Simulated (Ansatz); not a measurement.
H10SO4: several calculations on one system

## 1. Relaxation

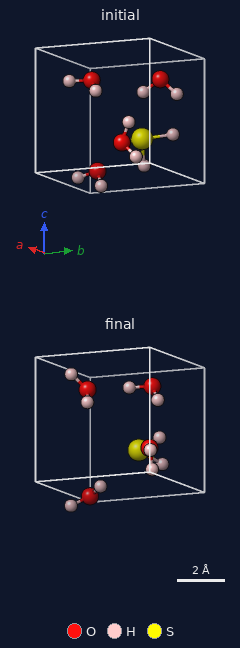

The structure of an amorphous cell of composition H10SO4 before (top) and after (bottom) a relaxation, at one scale.

A ball-and-stick model of the cell of the calculation, seen from a free direction.

The cell holds 4 H2O + 1 SH2. The run prepares the start of a later molecular dynamics calculation, from a guessed geometry.

These are results of Ansatz, DFT PBE, scalar-relativistic, plane waves, PAW, not measurements. (plane-wave cutoff 420 eV; k-point mesh 1 × 1 × 1; occupations fermi dirac; smearing width 0.05 eV; no spin polarisation; atoms relaxed in a fixed cell; force threshold 0.3 eV/Å; at most 15 steps)

Question: Describe what moved and what it gained.

Answer: The atom that moves furthest is an H atom (1.52 Å roughly along [1 3 −3]). By element the largest moves are H 1.52 Å, O 1.21 Å, S 0.57 Å. The lattice vectors keep their values. Near-neighbour distances that change, for instance: H–S 1.339 → 1.382 Å, H–O 0.969 → 0.991 Å, H–S 1.339 → 1.353 Å. Among the angles between lasting bonds that change: H–S–H 93.3° → 90.7°, H–O–H 104.0° → 101.6°. After 13 geometry steps the energy has fallen by 180 meV per atom. The largest force component goes from 1.2 to 0.24 eV/Å. Cost: 11 s on 1 thread of Arm Neoverse V2, on a shared host, peak memory 0.3 GiB.

Limits of the set-up: the periodic images lie only 5.5 Å apart, so the values are limited by the cell's size.

## 2. Dynamics

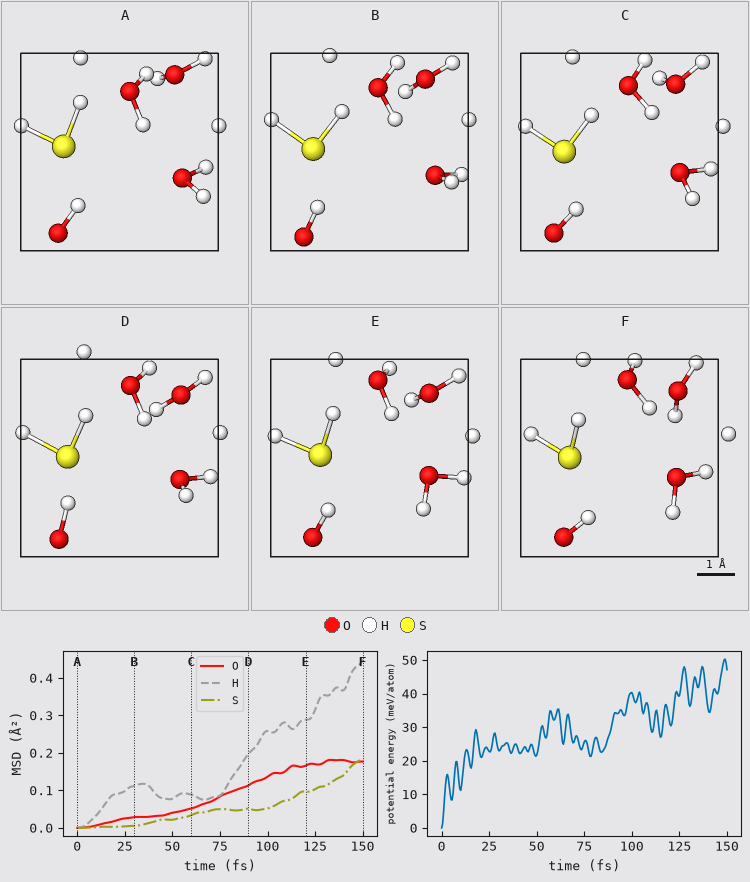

First-principles dynamics of a periodic cell with 4 H2O + 1 SH2 at 1.088 g/cm³, 150 fs long. Frames (A at 0 fs, B at 30 fs, C at 60 fs, D at 90 fs, E at 120 fs, F at 150 fs) and the history of the run. Style: ball-and-stick. Shown: the simulation cell, along the c axis.

Level of theory: DFT PBE, scalar-relativistic, plane waves, PAW (Ansatz). Set-up: plane-wave cutoff 420 eV; k-point mesh 1 × 1 × 1; Fermi-Dirac smearing 0.05 eV; Langevin thermostat (NVT); set temperature 350 K; time step 0.5 fs; friction 0.02 per fs.

Input
```yaml
crystal:
  lattice:
    - [5.451362, 0.0, 0.0]
    - [0.0, 5.451362, 0.0]
    - [0.0, 0.0, 5.451362]
  atoms:
    - { symbol: O, position: [0.81809895, 0.36815904, 0.74068434] }
    - { symbol: H, position: [0.93720148, 0.42348252, 0.61492843] }
    - { symbol: H, position: [0.92449609, 0.27602895, 0.8534293] }
    - { symbol: O, position: [0.18945381, 0.08927388, 0.00988654] }
    - { symbol: H, position: [0.28987935, 0.22897312, 0.06223013] }
    - { symbol: H, position: [0.30329903, -0.02280607, -0.07597413] }
    - { symbol: O, position: [0.77969305, 0.89156918, 0.23860986] }
    - { symbol: H, position: [0.69250535, 0.87236494, 0.08174267] }
    - { symbol: H, position: [0.93349994, 0.97281555, 0.18971058] }
    - { symbol: O, position: [0.55210717, 0.80733247, 0.7766482] }
    - { symbol: H, position: [0.63703786, 0.89607862, 0.64579611] }
    - { symbol: H, position: [0.61927786, 0.63844536, 0.76854462] }
    - { symbol: S, position: [0.21754909, 0.52894311, 0.34159368] }
    - { symbol: H, position: [0.30194881, 0.75175738, 0.41082609] }
    - { symbol: H, position: [0.00310278, 0.63340535, 0.25547669] }
basis:
  ecutwfc: 420.0
kpoints:
  mp_grid: { grid: [1, 1, 1] }
hamiltonian:
  xc: pbe
scf:
  occupations: { method: fermi_dirac, width: 0.05 }
  lower_state_search: "off"
md:
  timestep: 0.5
  n_steps: 300
  ensemble: nvt_langevin
  temperature: 350.0
  initial_velocities: maxwell_boltzmann
  seed: 801596
  friction: 0.02
```

Run as
```bash
ansatz run input.yaml --threads 1 --pin off --max-ram 3072MiB --backend cpu --events-out ev --progress --plain --runs-dir out
```

### Describe the run.

The mean temperature in the second half is 266 K (standard deviation 33 K). The potential energy is still drifting at the end, so the run hasn't reached equilibrium. The potential energy in the second half lies on average 35.5 meV per atom above the first frame. Root-mean-square distances from the starting positions over the second half, with the common drift of all atoms taken out: H 0.53 Å, O 0.38 Å, S 0.30 Å. The heavy atoms stay within a fraction of a molecule's size of their starting places; so short a run doesn't tell a liquid from a solid.

Limits of the set-up: the periodic images lie only 5.5 Å apart, so the values are limited by the cell's size.

The run took 2.8 min on 1 thread of Arm Neoverse V2, with other jobs on the host, peak memory 0.32 GiB.

## 3. Dynamics

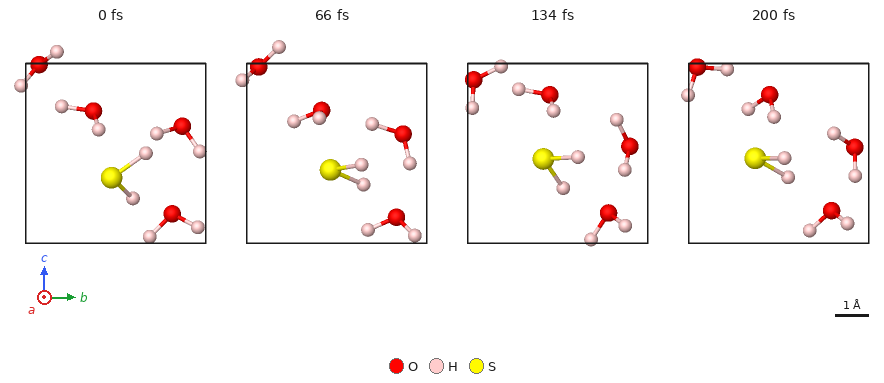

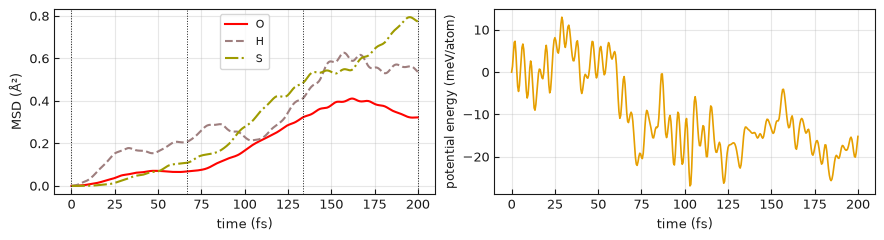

Molecular dynamics of a periodic cell with 4 H2O + 1 SH2 at 1.088 g/cm³, 200 fs long. It starts from the last geometry of an earlier run, with fresh velocities. Frames and the history of the run. The picture is a ball-and-stick view of the simulation cell, seen along the a axis.

Computed with Ansatz 0.2.0, DFT PBE, scalar-relativistic, plane waves, PAW. Set-up: plane-wave cutoff 420 eV; k-point mesh 1 × 1 × 1; Fermi-Dirac smearing 0.05 eV; Nosé-Hoover thermostat (NVT); set temperature 350 K; time step 0.5 fs; thermostat time 50.0 fs.

Describe the run.

In the second half of the run the atoms are, in the root-mean-square, this far from where they began (common drift taken out): S 0.74 Å, H 0.68 Å, O 0.57 Å. The heavy atoms stay within a fraction of a molecule's size of their starting places; so short a run doesn't tell a liquid from a solid. Over the second half the temperature averages 305 K (spread ±74 K). The potential energy in the second half lies on average 16.0 meV per atom below the first frame. The conserved quantity stays between −0.059 and 0.39 meV per atom of its start. A straight-line fit has a slope that amounts to −0.084 meV per atom over 200 fs (0.2 % of the mean kinetic energy), and the ripple about it is 0.7 % of the kinetic energy's fluctuation. With a drift under 2 % and a ripple under 7 %, the integration is accurate.

Limits of the set-up: the periodic images lie only 5.5 Å apart, so the values are limited by the cell's size.

The run took 3.1 min on 1 thread of Arm Neoverse V2 (shared host), peak memory 0.32 GiB.
